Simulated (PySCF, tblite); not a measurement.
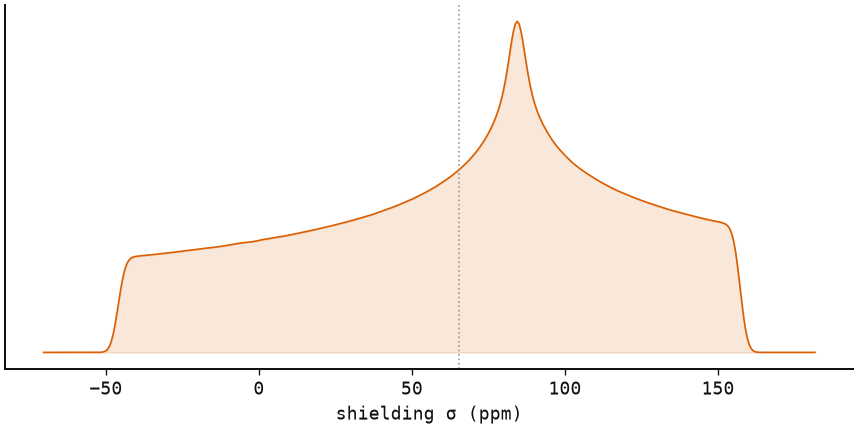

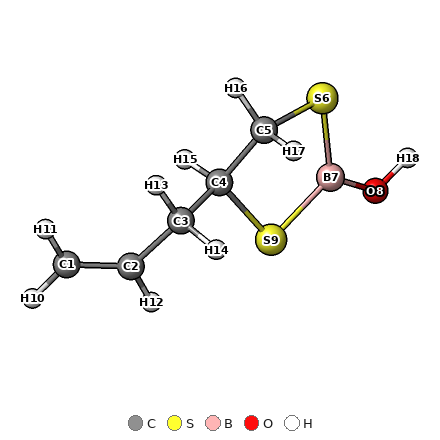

Static powder pattern (¹³C) from GIAO shielding tensors of C₅H₉BOS₂, SMILES C=CC[C@H]1CSB(O)S1, PBE0/pcSseg-1 in PySCF 2.14.0, at a GFN2-xTB geometry (a minimum by its frequencies); absolute shielding, one fixed geometry of the isolated molecule without any motion, no dipolar terms. The dotted line is the isotropic value; skew is 3(σiso − σ22)/span.

Q: The pattern belongs to C1. Give the principal values, span and skew.

A: C1: σ11, σ22, σ33 = −46, 84, 157 ppm, isotropic 65, span 203 ppm, skew −0.28.

Note: the tight-binding geometry is rougher than a DFT one and adds to the error; one conformer of a flexible molecule.
